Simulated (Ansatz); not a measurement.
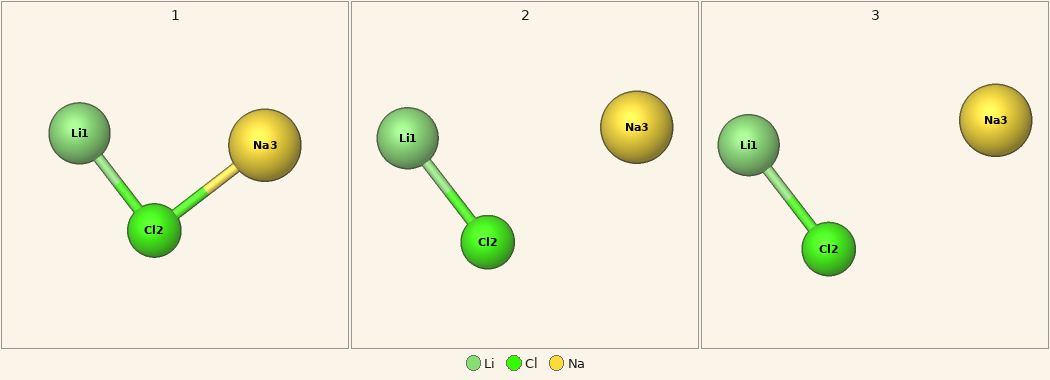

The system Li⁺ + ClNa. 
- The first coordinate is: distance Li1–Cl2; the second: distance Cl2–Na3.
- Nothing is relaxed (the angle Li1–Cl2–Na3 is fixed at 90 degrees).
- The scan uses an 11 × 11 grid.
- Points are written as (first, second).
- All energies are given in eV relative to the lowest grid point.
- All numbers below come from RKS wB97X-V/def2-TZVPD (Ansatz 0.2.0).

The numbered pictures are structures from this grid.

> Rank them by energy, lowest first.

1, at (2.174 Å, 2.478 Å): 0.00 eV; 2, at (2.326 Å, 3.341 Å): 0.53 eV; 3, at (2.326 Å, 3.744 Å): 0.77 eV.

The map, with the structures marked:

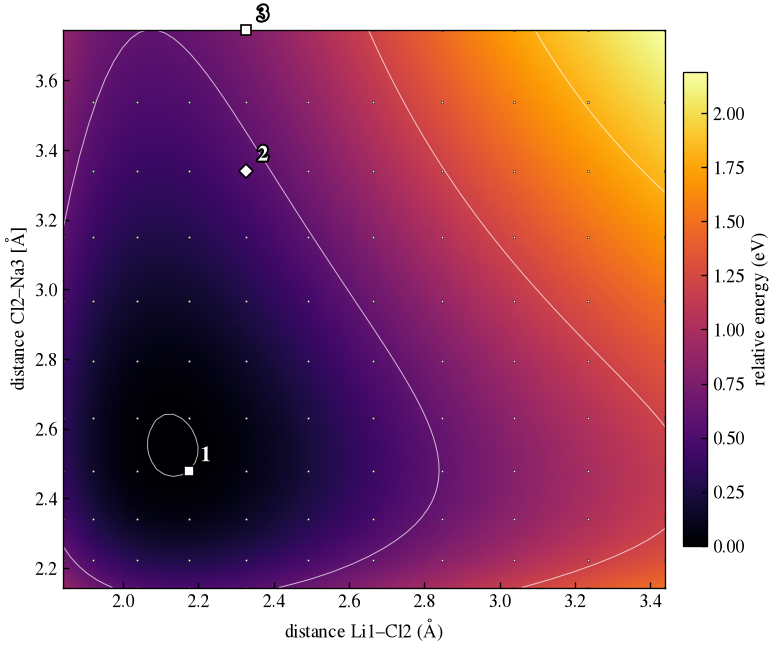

Drawn: a smooth colour map with a few white contour lines, dots at the grid points. Between grid points the surface is interpolated.
